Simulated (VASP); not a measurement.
Band structure of TiO2 (rutile). These are modified Becke-Johnson potential (mBJ), VASP's PBE PAW potentials (set 64) (plane waves; VASP 6.6.1) values and carry that method's errors.

mBJ is a potential without an energy functional, so only the levels count.

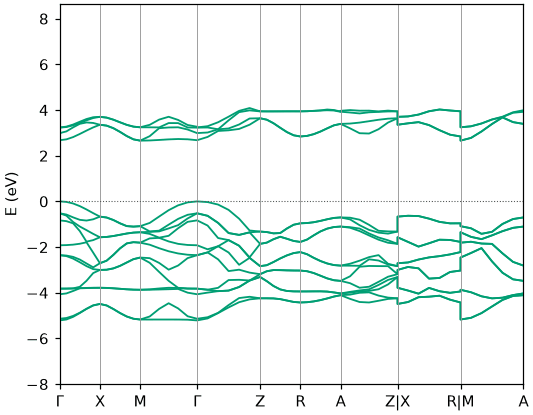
Bands along high-symmetry lines, zero at the valence-band maximum or, without a gap, the Fermi level

Q: Read the plot: is there a gap, and where are the band edges?

A: The gap is indirect, 2.66 eV, from the valence maximum at Γ to the conduction minimum at M.

The compound is TiO2 in the rutile structure. It was relaxed first. The cell's shape comes from a PBE relaxation.
